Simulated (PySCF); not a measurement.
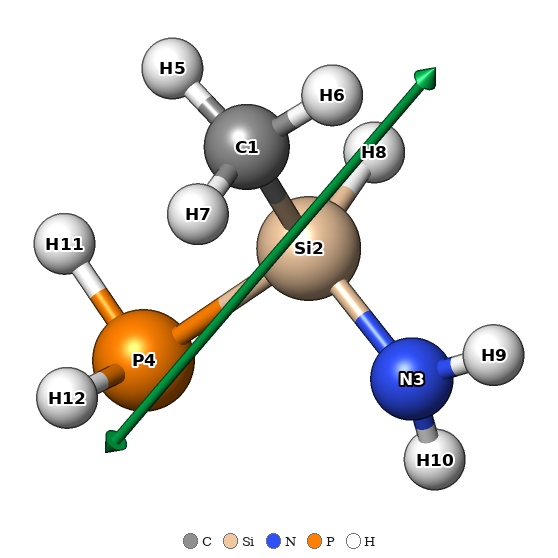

The double arrow shows the direction of the transition dipole to excited singlet state 4 (its length means nothing). The geometry was computed by an optimisation with GFN2-xTB. No frequency run is at hand to confirm it as a minimum. Properties computed with TDDFT CAM-B3LYP/def2-SVPD, vertical, gas phase, core orbitals frozen in the response (PySCF 2.14.0).

How is the transition polarised?

Close to the long direction C1···P4.

Where does the transition lie, and how strong is it?

7.27 eV (170 nm), oscillator strength 0.20, of mixed character, with the largest part HOMO → LUMO+1 (weight 0.40); transition dipole 2.68 D.

The geometry is semi-empirical. Around P, Si such bond lengths and angles can be off by a tenth of an ångström or more and by several degrees, and values that hang on the shape move with them.
